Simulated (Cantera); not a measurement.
Charge: 1 mol BN, a varied amount of F₂, held at 1498 K and 0.170 bar.

Equilibrium computed with Cantera from the NASA thermochemical tables; the gas is ideal and each condensed phase is pure. Candidate condensed phases: B, BN; 13 gas species. Kinetics and transport are ignored.

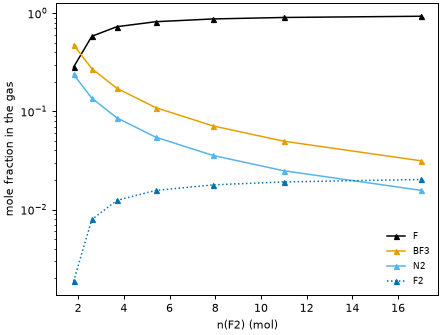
*Equilibrium gas composition (values under 1e-9 drawn at 1e-9)*

From 1.8 mol F₂ to 17 mol F₂ nothing is condensed. The main B-bearing gas is BF₃ throughout.
